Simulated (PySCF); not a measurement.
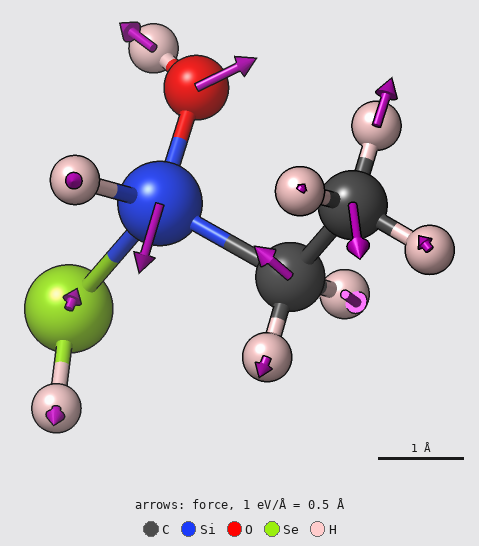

Starting geometry of C₂H₈OSeSi with the computed forces as purple arrows. Style: ball-and-stick. Shown from a free direction.

The start comes from GFN2-xTB. Its atoms were then displaced at random by about 0.01 Å.

Theory: PySCF, PBE0-D3(BJ)/def2-SVP geometry optimisation, gas phase. 

Question: What follows when this structure is relaxed?

Answer: It isn't relaxed: the largest force vector, on a C atom, is 1.91 eV/Å. The final displacements have little in common with the starting forces (cosine between the two patterns −0.04). The largest move after the best rigid fit is that of an H atom, 1.28 Å. By element the largest moves are H 1.28 Å, Se 0.52 Å, Si 0.23 Å, C 0.13 Å, O 0.12 Å. Among the contacts that change: O–Si 1.612 → 1.667 Å, C–H 1.065 → 1.100 Å, Se–Si 2.328 → 2.295 Å, H–O 0.936 → 0.962 Å. Bond angles that change, for instance: Si–O–H 125.8° → 116.3°, O–Si–Se 105.4° → 111.2°, C–Si–O 108.8° → 105.8°. Groups turn about Se–Si by about 80°. Over 16 geometry steps the energy falls by 24.6 kJ/mol. The run took 2.4 min on 1 thread of Arm Neoverse V1 (shared host).
